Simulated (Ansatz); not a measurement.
# KSnCl3 (model cell, started as cubic perovskite with Sn in the octahedra): a soft mode frozen in, part 2 of 3

Wanted: the energy along a soft mode of KSnCl3 (model cell, started as cubic perovskite with Sn in the octahedra) and the structure at the end.

Ansatz 0.2.0; DFT PBEsol, scalar-relativistic, plane waves, PAW; PAW set soft_1.

So far, highest frequency on the path or at a solved wavevector (cm⁻¹): step 2 (the dispersion) 251. Also lowest frequency on the path (cm⁻¹): step 2 -61.3.

The structure was built from a prototype and need not be the compound's stable phase.

**6. Relaxing from the distorted cell**

Starting from the lowest point found, all atoms and the cell are let go, so that strain and other modes of the same symmetry can join in.

input.yaml

```yaml
crystal:
  lattice:
    - [5.4819651111, 0.0, 0.0]
    - [0.0, 5.4819651111, 0.0]
    - [0.0, 0.0, 5.4819651111]
  atoms:
    - { symbol: K, position: [0.0, 0.0773926977, 0.0773926977] }
    - { symbol: Sn, position: [0.5, 0.4956778564, 0.4956778564] }
    - { symbol: Cl, position: [0.5, 0.4620039694, 0.0051079639] }
    - { symbol: Cl, position: [0.5, 0.0051079639, 0.4620039694] }
    - { symbol: Cl, position: [0.0, 0.4620039694, 0.4620039694] }
kpoints:
  mp_grid: { grid: [12, 12, 12] }
hamiltonian:
  xc: pbesol
  pseudopotentials: { kind: paw, azcp: { folder: soft_1 }, xc_functional: pbe }
scf:
  occupations: { method: fixed }
output:
  forces: true
  stress: true
  eigenvalues: true
relax:
  adjacent_minimum: "off"
  f_tol: 0.002
  max_steps: 120
  cell: { stress_tol: 0.03 }
```

Run with:

```console
$ ansatz run input.yaml --threads 4 --pin off --max-ram 16384MiB --backend cpu --events-out ev --progress --plain --runs-dir out
```

Numbers of over 12 decimals in the logs are rounded to 6 here.

The program printed:

```text
[...]
Crystal: 5 atoms, lattice volume = 164.744 Å³
Basis set: ecut = 420 eV, 3191 PW (Γ), exchange–correlation on 80×80×80 points (8 copies of the dense FFT grid, shifted against one another)
Bands: 27, of which v1, the nominal top of the filled ones, is band 22 counted from 1 (21 counted from 0)
Symmetry: 4 space group operations
[...]
k-points: 301 of 1728 (time reversal used)
[...]
SCF iter   1: F=—  HF=-10656.452872 eV  |F-HF|=—  |Δ(HF+E_count)|=         —  Δρ=3.48e-2  dr2=3.21e0  ethr=3.10e-3  ⟨swp⟩=5.1  Hψ=32544  notcnv=0  defer=710
[...]
SCF iter   9: F=-10655.016721 eV  HF=-10655.016721 eV  |F-HF|=2.34e-8  |Δ(HF+E_count)|=   2.51e-7  Δρ=1.90e-6  dr2=1.32e-8  ethr=2.27e-10  ⟨swp⟩=15.3  Hψ=53717  notcnv=0
SCF 1 converged in 9 iterations: F = -10655.016721 eV  dr2 = 1.32e-8
[...]
relax step   1: F+E_penalty+E_count = -10655.01672053 eV  Δ(F+E_penalty+E_count) = +0.000e0 eV  max|allowed force component| = 1.462e-1 eV/Å  Δτ_max = 0.0000 Å  P = +0.521 GPa  Ω = 164.744 Å³  (9 SCF iters, dr2 threshold 1.00e-7 eV, accepted)
Crystal: 5 atoms, lattice volume = 167.901 Å³
Basis set: ecut = 420 eV, 3259 PW (Γ), exchange–correlation on 80×80×80 points (8 copies of the dense FFT grid, shifted against one another)
[...]
iter 1 solved again at ethr=5.69e-5 eV; its pass at ethr=3.10e-3 eV (dr2=2.50e-2 eV) is discarded
[...]
SCF iter   6: F=-10655.035506 eV  HF=-10655.035506 eV  |F-HF|=7.18e-8  |Δ(HF+E_count)|=   1.31e-6  Δρ=6.10e-6  dr2=7.90e-8  ethr=1.14e-9  ⟨swp⟩=13.2  Hψ=53984  notcnv=0
SCF 2 converged in 6 iterations: F = -10655.035506 eV  dr2 = 7.90e-8
relax step   2: F+E_penalty+E_count = -10655.03550623 eV  Δ(F+E_penalty+E_count) = -1.879e-2 eV  max|allowed force component| = 7.121e-2 eV/Å  Δτ_max = 0.0677 Å  P = +0.069 GPa  Ω = 167.901 Å³  energy of the carried Pulay correction = -8.298e-5 eV  (6 SCF iters, dr2 threshold 5.00e-7 eV, accepted)
Crystal: 5 atoms, lattice volume = 168.950 Å³
Basis set: ecut = 420 eV, 3303 PW (Γ), exchange–correlation on 80×80×80 points (8 copies of the dense FFT grid, shifted against one another)
[...]
SCF iter   6: F=-10655.043561 eV  HF=-10655.043561 eV  |F-HF|=5.58e-8  |Δ(HF+E_count)|=   9.38e-7  Δρ=4.31e-6  dr2=3.33e-8  ethr=9.65e-10  ⟨swp⟩=13.7  Hψ=51065  notcnv=0
SCF 3 converged in 6 iterations: F = -10655.043561 eV  dr2 = 3.33e-8
relax step   3: F+E_penalty+E_count = -10655.04356125 eV  Δ(F+E_penalty+E_count) = -8.055e-3 eV  max|allowed force component| = 2.344e-2 eV/Å  Δτ_max = 0.0704 Å  P = -0.099 GPa  Ω = 168.950 Å³  energy of the carried Pulay correction = -1.102e-4 eV  (6 SCF iters, dr2 threshold 4.25e-7 eV, accepted)
[... from here on, the SCF cycles and remarks between the steps are left out ...]
relax step   4: F+E_penalty+E_count = -10655.04594362 eV  Δ(F+E_penalty+E_count) = -2.382e-3 eV  max|allowed force component| = 1.860e-2 eV/Å  Δτ_max = 0.0213 Å  P = -0.091 GPa  Ω = 168.708 Å³  energy of the carried Pulay correction = -1.039e-4 eV  (6 SCF iters, dr2 threshold 7.24e-8 eV, accepted)
relax step   5: F+E_penalty+E_count = -10655.04370195 eV  Δ(F+E_penalty+E_count) = +2.242e-3 eV  max|allowed force component| = 1.536e-1 eV/Å  Δτ_max = 0.1605 Å  P = +0.820 GPa  Ω = 165.907 Å³  energy of the carried Pulay correction = -3.075e-5 eV  (8 SCF iters, dr2 threshold 5.96e-8 eV, rejected (line search))
relax step   6: F+E_penalty+E_count = -10655.05196398 eV  Δ(F+E_penalty+E_count) = -6.020e-3 eV  max|allowed force component| = 4.394e-2 eV/Å  Δτ_max = 0.0957 Å  P = -0.059 GPa  Ω = 168.948 Å³  energy of the carried Pulay correction = -1.101e-4 eV  (10 SCF iters, accepted)
relax step   7: F+E_penalty+E_count = -10655.06083767 eV  Δ(F+E_penalty+E_count) = -8.874e-3 eV  max|allowed force component| = 6.536e-3 eV/Å  Δτ_max = 0.0700 Å  P = +0.220 GPa  Ω = 168.730 Å³  energy of the carried Pulay correction = -1.045e-4 eV  (7 SCF iters, dr2 threshold 1.21e-7 eV, accepted)
relax step   8: F+E_penalty+E_count = -10655.05561830 eV  Δ(F+E_penalty+E_count) = +5.219e-3 eV  max|allowed force component| = 1.937e-1 eV/Å  Δτ_max = 0.1172 Å  P = +0.592 GPa  Ω = 170.649 Å³  energy of the carried Pulay correction = -1.539e-4 eV  (6 SCF iters, dr2 threshold 2.81e-7 eV, rejected (line search))
relax step   9: F+E_penalty+E_count = -10655.06459034 eV  Δ(F+E_penalty+E_count) = -3.753e-3 eV  max|allowed force component| = 1.680e-2 eV/Å  Δτ_max = 0.0339 Å  P = -0.013 GPa  Ω = 171.112 Å³  energy of the carried Pulay correction = -1.658e-4 eV  (10 SCF iters, accepted)
relax step  10: F+E_penalty+E_count = -10655.06654494 eV  Δ(F+E_penalty+E_count) = -1.955e-3 eV  max|allowed force component| = 2.616e-2 eV/Å  Δτ_max = 0.0644 Å  P = +0.062 GPa  Ω = 172.545 Å³  energy of the carried Pulay correction = -2.022e-4 eV  (7 SCF iters, dr2 threshold 1.76e-8 eV, accepted)
relax step  11: F+E_penalty+E_count = -10655.06553337 eV  Δ(F+E_penalty+E_count) = +1.012e-3 eV  max|allowed force component| = 3.231e-2 eV/Å  Δτ_max = 0.0857 Å  P = +0.096 GPa  Ω = 174.107 Å³  energy of the carried Pulay correction = -2.416e-4 eV  (7 SCF iters, dr2 threshold 4.40e-8 eV, rejected (line search))
relax step  12: F+E_penalty+E_count = -10655.06783886 eV  Δ(F+E_penalty+E_count) = -1.294e-3 eV  max|allowed force component| = 1.610e-2 eV/Å  Δτ_max = 0.0272 Å  P = +0.028 GPa  Ω = 173.603 Å³  energy of the carried Pulay correction = -2.289e-4 eV  (10 SCF iters, accepted)
relax step  13: F+E_penalty+E_count = -10655.06784940 eV  Δ(F+E_penalty+E_count) = -1.054e-5 eV  max|allowed force component| = 9.523e-3 eV/Å  Δτ_max = 0.0248 Å  P = -0.069 GPa  Ω = 174.963 Å³  energy of the carried Pulay correction = -2.630e-4 eV  (6 SCF iters, dr2 threshold 1.62e-8 eV, accepted)
relax step  14: F+E_penalty+E_count = -10655.06813312 eV  Δ(F+E_penalty+E_count) = -2.837e-4 eV  max|allowed force component| = 3.505e-3 eV/Å  Δτ_max = 0.0087 Å  P = +0.008 GPa  Ω = 174.096 Å³  energy of the carried Pulay correction = -2.413e-4 eV  (5 SCF iters, dr2 threshold 2.46e-8 eV, accepted)
relax step  15: F+E_penalty+E_count = -10655.06814356 eV  Δ(F+E_penalty+E_count) = -1.043e-5 eV  max|allowed force component| = 7.400e-4 eV/Å  Δτ_max = 0.0022 Å  P = +0.003 GPa  Ω = 174.214 Å³  energy of the carried Pulay correction = -2.443e-4 eV  (6 SCF iters, dr2 threshold 7.68e-10 eV, accepted)
[...]
SCF iter   6: F=-10655.068903 eV  HF=-10655.068903 eV  |F-HF|=7.28e-12  |Δ(HF+E_count)|=  1.98e-10  Δρ=3.32e-8  dr2=3.59e-12  ethr=1.00e-12  ⟨swp⟩=6.5  Hψ=38737  notcnv=0
SCF 16 converged in 6 iterations: F = -10655.068903 eV  dr2 = 3.59e-12
relax step  16: F+E_penalty+E_count = -10655.06890332 eV  Δ(F+E_penalty+E_count) = -7.598e-4 eV  max|allowed force component| = 3.400e-4 eV/Å  Δτ_max = 0.0000 Å  P = +0.008 GPa  Ω = 174.214 Å³  stress off target by 1.56e-2 GPa  SCF on the basis re-selected at this cell (its energy is not comparable with the rows above)  (6 SCF iters)
basis re-selected at this cell: Δ(F+E_penalty+E_count) = -7.598e-4 eV, ΔP = +0.004 GPa vs the last step (what re-selecting the basis moved, of the pressure what is left beyond the Pulay correction that the steps carried, after the strain that the cell walked since its last selection, with what the two solves' SCF thresholds leave and, on support functions, any second-order correction that the steps lacked; it is no m [...]
SCF converged after 6 iterations
Free energy (F): -10655.068903 eV
[...]
Internal energy: -10655.068903 eV  (E = F + TS)
E sigma→0 (E₀):  -10655.068903 eV
Fermi energy:    3.391432 eV
[...]
--- Forces (eV/Å), atoms counted from 1 ---
  atom   1  K     -0.00000000     0.00023675     0.00023675
  atom   2  Sn    -0.00000000    -0.00030392    -0.00030392
  atom   3  Cl     0.00000000    -0.00033983     0.00029310
  atom   4  Cl     0.00000000     0.00029310    -0.00033983
  atom   5  Cl     0.00000000     0.00011491     0.00011491
  max |Σ_I F_I| component: 1.01e-6 eV/Å
--- Stress (GPa, compression-positive) ---
        0.007300       0.000000      -0.000000
        0.000000       0.008030       0.007580
       -0.000000       0.007580       0.008030
  P = ⅓ Tr σ = 0.0078 GPa (0.078 kbar)
--- Band table (eV; the first three rows and the last of 301) ---
  k-point 0: bands = [... 18 lower, 0.0502, 0.0782, 0.0996, 0.5923, 5.8967, 7.8633, 7.9473, 8.3495, ... 1 higher]
  k-point 1: bands = [... 18 lower, 0.0397, 0.0957, 0.1082, 0.5726, 5.9504, 7.7609, 7.9150, 8.3200, ... 1 higher]
  k-point 2: bands = [... 18 lower, 0.0327, 0.0878, 0.1883, 0.5337, 6.1022, 7.4230, 7.8952, 8.2494, ... 1 higher]
  k-point 300: bands = [... 18 lower, 0.3475, 0.4851, 0.7083, 3.3914, 4.5543, 4.7067, 4.7283, 7.2933, ... 1 higher]
--- Relaxed structure (15 steps of the walk, 12 accepted, 1 SCFs on fresh bases) ---
  F+E_penalty+E_count = -10655.06890332 eV   max|allowed force component| = 3.400e-4 eV/Å   (the final SCF, on the basis selected at the relaxed cell)
  cell:  # Å, volume = 174.2141 Å³
    - [5.520047, 0, 0]
    - [0, 5.642077, 0.522273]
    - [0, 0.522273, 5.642077]
  atoms:
    - { symbol: K, position: [0, 0.128162, 0.128162] }
    - { symbol: Sn, position: [0.5, 0.492993, 0.492993] }
    - { symbol: Cl, position: [0.5, 0.436610, -0.043812] }
    - { symbol: Cl, position: [0.5, -0.043812, 0.436610] }
    - { symbol: Cl, position: [0, 0.488234, 0.488234] }
```

The job ended after 12 min (4 threads of Arm Neoverse V1, shared host; peak memory 1.3 GiB; 49 min of CPU time).

Relaxation path:

```csv
step,energy less that of the first step (eV),largest force component (eV/Å),pressure (GPa),volume (Å³)
1,0.0000,0.1462,0.52,164.74
2,-0.0188,0.0712,0.07,167.90
3,-0.0268,0.0234,-0.10,168.95
4,-0.0292,0.0186,-0.09,168.71
5,-0.0270,0.1536,0.82,165.91
6,-0.0352,0.0439,-0.06,168.95
7,-0.0441,0.0065,0.22,168.73
8,-0.0389,0.1937,0.59,170.65
9,-0.0479,0.0168,-0.01,171.11
10,-0.0498,0.0262,0.06,172.55
11,-0.0488,0.0323,0.10,174.11
12,-0.0511,0.0161,0.03,173.60
13,-0.0511,0.0095,-0.07,174.96
14,-0.0514,0.0035,0.01,174.10
15,-0.0514,0.0007,0.00,174.21
16*,-0.0522,0.0003,0.01,174.21
```

Relaxation steps marked * repeat the geometry before them on a plane-wave basis chosen anew for their cell, so energy and pressure can jump there. Relaxation steps 5, 8, 11 were tried and not accepted.

Forces are held to the 4 operations that the run works with; a distortion that breaks them can't arise in this run.

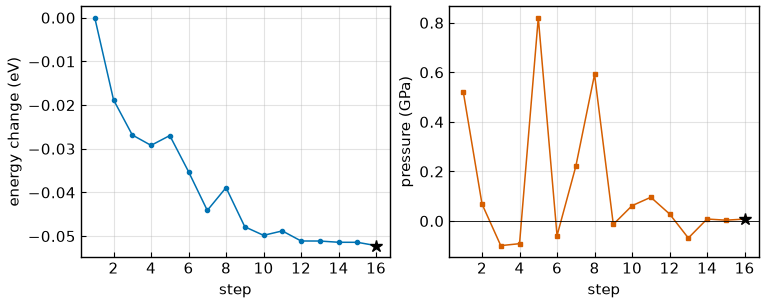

Energy and pressure along the relaxation. Stars mark steps on a basis chosen anew.

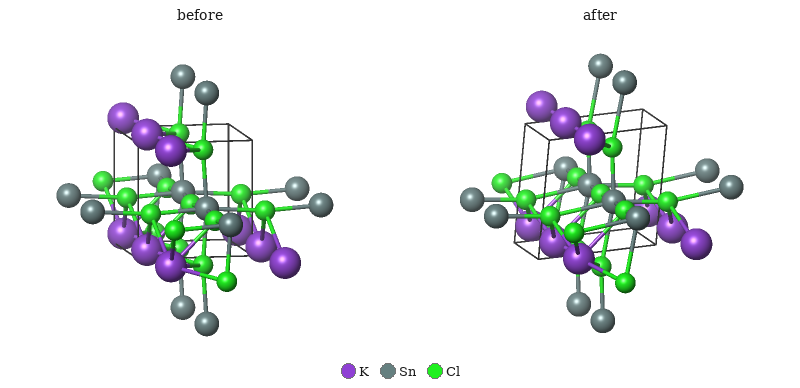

The structure before and after the relaxation, drawn at the same scale.

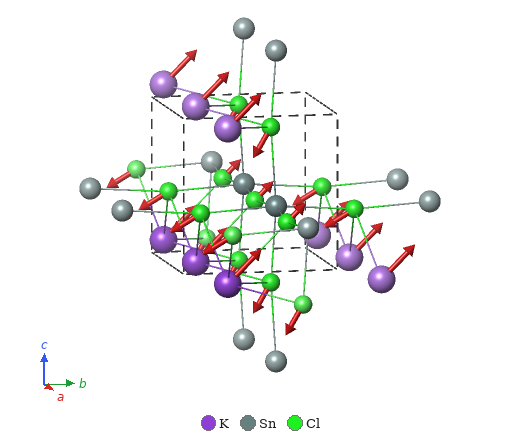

Displacements in the relaxation, exaggerated, measured against the changing cell; the longest in the cell stands for 0.44 Å. 2×1×1 cells are drawn. Some periodic images of atoms are drawn too.

```
     cell as run  before  after   change
           a (Å)   5.482  5.520   +0.7 %
           b (Å)   5.482  5.666   +3.4 %
           c (Å)   5.482  5.666   +3.4 %
           α (°)   90.00  79.42  -11.8 %
volume (Å³/atom)   32.95  34.84   +5.7 %
```

The atoms that moved most (Å, as changes of fractional coordinates times the final cell):

```csv
atom,dx,dy,dz,length
K1,0.000,0.313,0.313,0.443
Cl4,0.000,-0.289,-0.169,0.335
Cl3,0.000,-0.169,-0.289,0.335
Cl5,0.000,0.162,0.162,0.229
Sn2,0.000,-0.017,-0.017,0.023
```

Final coordinates:

```xyz
5
Lattice="5.5200 0.0000 0.0000 0.0000 5.6421 0.5223 0.0000 0.5223 5.6421" Properties=species:S:1:pos:R:3 pbc="T T T"
K     0.0000    0.7900    0.7900
Sn    2.7600    3.0390    3.0390
Cl    2.7600    2.4405   -0.0192
Cl    2.7600   -0.0192    2.4405
Cl    0.0000    3.0096    3.0096
```

This step gave:

```yaml
pressure: 0.007787 GPa
gap_on_the_k_mesh: 1.163 eV
volume_per_atom: 34.84 Å³
```

The distorted start has space group Amm2; the relaxation ends in Amm2.

**7. The new phase in its own primitive cell**

The relaxed structure is symmetrised, reduced to its primitive cell and relaxed tightly, as its phonons need.

input.yaml, the sections that differ from step 6:

```yaml
crystal:
  lattice:
    - [5.520047408, 0.0, 0.0]
    - [0.0, 3.6202483013, 4.3588533574]
    - [0.0, -3.6202483013, 4.3588533574]
  atoms:
    - { symbol: K, position: [0.0, 0.1281618989, 0.1281618989] }
    - { symbol: Sn, position: [0.5, 0.4929928576, 0.4929928576] }
    - { symbol: Cl, position: [0.5, 0.4366104707, 0.9561875705] }
    - { symbol: Cl, position: [0.5, 0.9561875705, 0.4366104707] }
    - { symbol: Cl, position: [0.0, 0.4882336591, 0.4882336591] }
kpoints:
  mp_grid: { grid: [8, 8, 8] }
relax:
  adjacent_minimum: "off"
  f_tol: 0.001
  max_steps: 60
  cell: { stress_tol: 0.01 }
# hamiltonian, scf, output: as in step 6
```

The program printed:

```text
[...]
Crystal: 5 atoms, lattice volume = 174.214 Å³
Basis set: ecut = 420 eV, 3425 PW (Γ), exchange–correlation on 80×80×80 points (8 copies of the dense FFT grid, shifted against one another)
Bands: 27, of which v1, the nominal top of the filled ones, is band 22 counted from 1 (21 counted from 0)
Symmetry: 4 space group operations
[...]
k-points: 105 of 512 (time reversal used)
[...]
cell:  # Å, volume = 174.6260 Å³
    - [5.521649, 0.0, 0.0]
    - [0.0, 3.614960, 4.374281]
    - [0.0, -3.614960, 4.374281]
  atoms:
    - { symbol: K, position: [0, 0.129404, 0.129404] }
    - { symbol: Sn, position: [0.500000, 0.493075, 0.493075] }
    - { symbol: Cl, position: [0.500000, 0.436007, 0.955330] }
    - { symbol: Cl, position: [0.500000, 0.955330, 0.436007] }
    - { symbol: Cl, position: [0, 0.488371, 0.488371] }
[key lines of the parts left out:]
SCF converged after 5 iterations
Free energy (F): -10655.068638 eV
Fermi energy:    3.349651 eV
P = ⅓ Tr σ = 0.0007 GPa (0.007 kbar)
```

It took 1.7 min on 4 threads; peak memory 0.73 GiB; 6.9 min of CPU time.

The steps of the relaxation:

```csv
step,energy less that of the first step (eV),largest force component (eV/Å),pressure (GPa),volume (Å³)
1,0.0000,0.0007,0.01,174.21
2,0.0000,0.0023,0.00,174.29
3,0.0000,0.0032,-0.01,174.46
4,0.0000,0.0007,-0.01,174.62
5,0.0000,0.0017,0.00,174.65
6,0.0000,0.0008,0.00,174.63
7*,0.0000,0.0008,0.00,174.63
```

Relaxation steps marked * repeat the geometry before them on a plane-wave basis chosen anew for their cell, so energy and pressure can jump there.

Forces are held to the 4 operations that the run works with; a distortion that breaks them can't arise in this run.

| conventional cell, symmetrised | before | after | change |
| --- | --- | --- | --- |
| a (Å) | 5.520 | 5.522 | +0.0 % |
| b (Å) | 7.240 | 7.230 | -0.1 % |
| c (Å) | 8.718 | 8.749 | +0.4 % |
| volume (Å³/atom) | 34.84 | 34.93 | +0.2 % |

The atoms that moved most (Å, as changes of fractional coordinates times the final cell):

```
atom     dx      dy      dz  length
  K1  0.000   0.000   0.011   0.011
 Cl3  0.000   0.001  -0.006   0.006
 Cl4  0.000  -0.001  -0.006   0.006
```

Numbers from this step:

- pressure: 7.01e-4 GPa
- gap on the k-mesh: 1.188 eV
- volume per atom: 34.93 Å³
- direct gap on mesh: 1.188 eV

The largest force component left is 0.80 meV/Å and the pressure is 0.001 GPa, within the tolerances set. The cell now holds 34.93 Å³/atom.

(Part 2 of 3 ends here.)

[Logs are printed without paths, hosts, clocks, repeated set-up lines and the standing remarks that a program may print on its own settings, such as how far it seeks lower states.]

[Hosts, paths, dates, database ids (printed as entryN), source tags and the programs' standing remarks are cut or masked in the printed files.]
